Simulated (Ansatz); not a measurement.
We consider rhombohedral A7 Bi, described by PBEsol-D3(BJ) in Ansatz (PAW).

Run with plane-wave cutoff 520 eV, 16×16×16 k mesh, Fermi–Dirac smearing 0.05 eV, scalar-relativistic PAW data made under PBE.

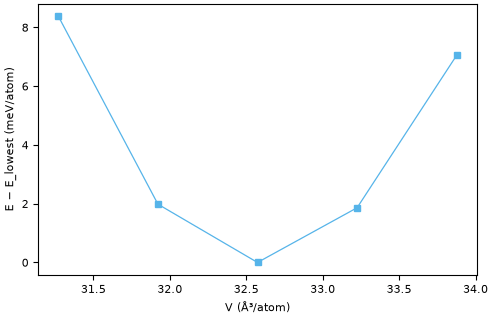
Total energy against volume

Problem. From the curve, estimate the equilibrium volume and the bulk modulus.

Solution. V0 ≈ 32.6 Å³/atom and B0 ≈ 47 GPa; the fit gives V0 = 32.569 Å³/atom, B0 = 47.2 GPa, B′ = 6.0.

Shape and atoms are relaxed at each volume.

Measured, for comparison: bulk modulus 32.1 GPa (copied from a table, unchecked, extrapolated to 0 K and zero-point effects removed; as tabulated in Lejaeghere et al. (2013), arXiv:1204.2733). Computed (rounded) less measured: bulk modulus not scored (unchecked).

Note: the bulk modulus comes from volumes at which shape and atoms were relaxed.

Spin–orbit coupling is not included; it can shift volumes and moduli of such heavy elements.

Computed values are for the static lattice.

Ansatz is a program for electronic structure.
